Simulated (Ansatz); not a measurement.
CsF: a line through the functionals

CsF: 2 atoms, total charge 0, spin state singlet. SMILES: `[F][Cs]`. The bond length is the measured one.

The HOMO–LUMO gap y, in eV, basis def2-TZVPP with a core potential; a is the functional's share of exact exchange. Programs: Ansatz 0.2.0.

| functional | program | a | y (eV) |
| --- | --- | --- | --- |
| PBE | Ansatz | 0 | 3.57 |
| revPBE | Ansatz | 0 | 3.43 |
| B3LYP | Ansatz | 0.2 | 5.16 |
| r2SCAN0 | Ansatz | 0.25 | ? |
| PBE0 | Ansatz | 0.25 | 5.66 |
| BHLYP | Ansatz | 0.5 | 7.58 |

Q: Fit y = c + s·a to the known rows and predict r2SCAN0.

A: 
1. Means of the 5 rows: a = 0.1900, y = 5.080.
2. Σ(Δa)² = 0.172, Σ(Δa·Δy) = 1.411, so the slope is 1.411/0.172 = 8.2035.
3. Intercept: 5.080 − (8.2035) × 0.1900 = 3.521. The largest residual of the fit is 0.091.
4. r2SCAN0: 3.521 + (8.2035) × 0.25 = 5.57 eV.

The run gave 6.22 eV, so the prediction is off by -0.65 eV, more than the scatter of the fit. Exact exchange lowers occupied levels and raises empty ones. The rows mix families of semi-local functionals, which the line can't see.

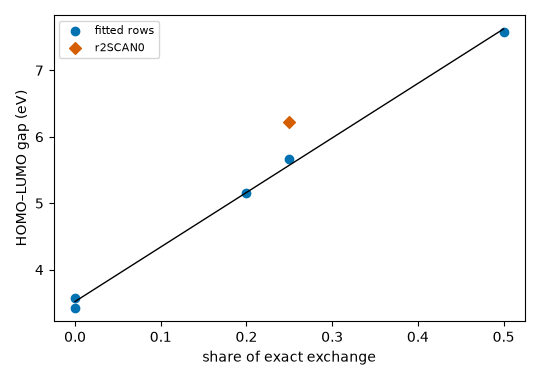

The fitted line, with the withheld row.
